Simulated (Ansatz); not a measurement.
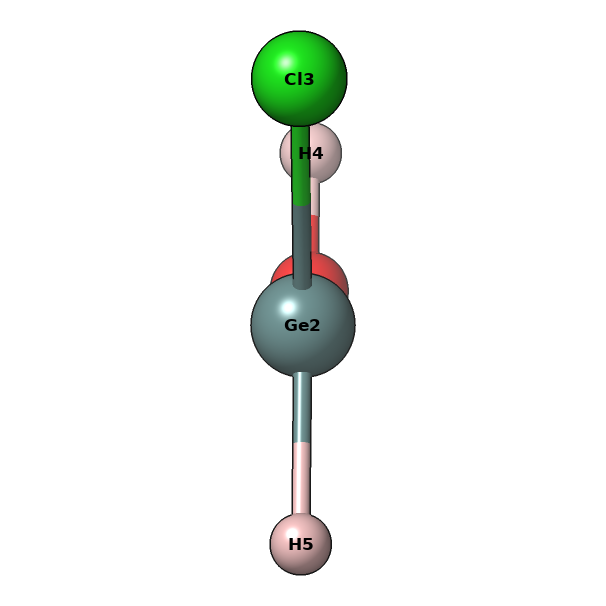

O1 lies behind Ge2. The molecule seen nearly along the Ge2–O1 bond, Ge2 in front. Atoms fade into the background with distance from the viewer. The species has charge +1 and is a spin singlet. The geometry was computed by an optimisation with PBE-D4/def2-SVP. No frequency run is at hand to confirm it as a minimum.

Question: What is the torsion angle Cl3–Ge2–O1–H4? The sign is positive where the front bond must turn clockwise to cover the back bond.

Answer: 0°, synperiplanar (eclipsed).
